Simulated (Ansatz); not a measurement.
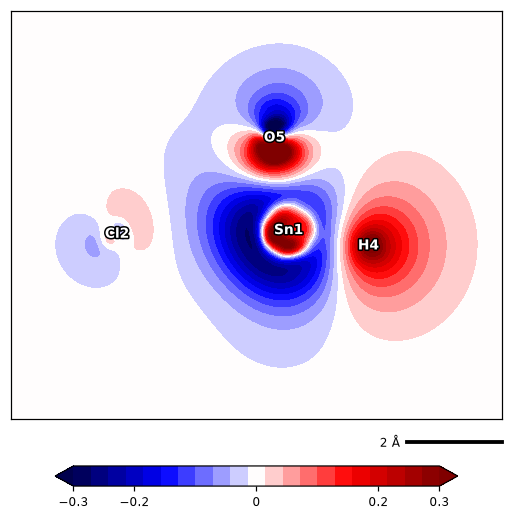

BrH3OSn···HCl. The LUMO on the plane of atoms H4, Sn1 and O5 (values in Å⁻³ᐟ²; the overall sign is arbitrary).

Core potentials replace the inner electrons of Sn; not at a stationary point (largest force 1.1 eV/Å).

Theory: Ansatz, RKS PBE0-D4/def2-SVP.

Input

```
crystal:
  periodic: [false, false, false]
  atoms:
    - { symbol: Sn, position_ang: [0.0, 0.0, 0.0] }
    - { symbol: Cl, position_ang: [0.0, 0.0, 2.76] }
    - { symbol: H, position_ang: [1.6408, 0.0, -0.5794] }
    - { symbol: H, position_ang: [-0.8195, 1.4198, -0.5794] }
    - { symbol: O, position_ang: [-0.9232, -1.5994, -0.6527] }
    - { symbol: H, position_ang: [-1.3778, -2.065, 0.1197] }
    - { symbol: Br, position_ang: [-2.7426, 0.0087, 0.9113] }
    - { symbol: H, position_ang: [-1.5398, 0.0049, 2.2648] }
basis:
  gaussian: { orbitals: def2-SVP }
hamiltonian:
  xc: pbe0
  dispersion: d4
relax:
  f_tol: 0.15
  max_steps: 25
  restrain:
    - { distance: [0, 6], at: 2.59, k: 30.0 }
    - { distance: [7, 1], at: 1.37, k: 30.0 }
    - { distance: [0, 1], at: 3.61, k: 30.0 }
    - { distance: [7, 6], at: 2.75, k: 30.0 }
output:
  orbitals: {}
```

Launched as:

```sh
ansatz run input.yaml --threads 4 --pin off --max-ram 5120MiB --backend cpu --events-out ev --progress --plain --runs-dir out
```

The fields are those of the run's last geometry, not of the input's.

Question: Where does this orbital lie, and at what energy?

Answer: It lies mainly on Sn1 (about 45 %), Br7 (about 30 %), H3 (about 10 %), O5 (about 10 %) and H4 (about 10 %). Its energy is −1.31 eV.
